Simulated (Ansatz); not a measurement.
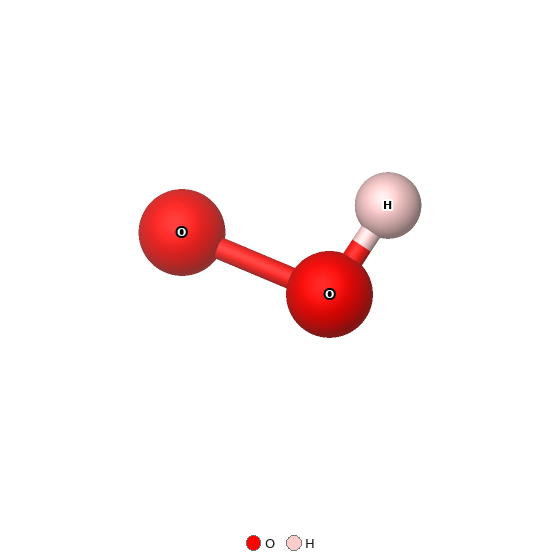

Geometry used (HO₂⁻, SMILES [O-]O).

Kohn-Sham orbital energies near the frontier, PBE/def2-TZVPPD, the Ansatz code 0.2.0, at a PBE0-D4/def2-TZVPD geometry (a minimum by its frequencies), isolated molecule; empty levels in grey, levels within 0.03 eV side by side.

Where do the frontier orbitals lie?

HOMO at 2.87 eV, LUMO at 4.29 eV, 1.42 eV apart.

How far below the HOMO does the next level lie?

0.68 eV.

List the levels.

```tsv
orbital	energy (eV)
LUMO+5	7.27
LUMO+4	7.06
LUMO+3	6.33
LUMO+2	6.09
LUMO+1	5.07
LUMO	4.29
HOMO	2.87
HOMO−1	2.18
HOMO−2	−1.42
HOMO−3	−2.57
HOMO−4	−4.78
```

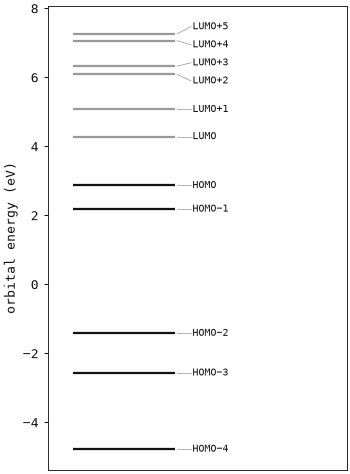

Known limits of this run: empty levels above zero depend strongly on the basis.
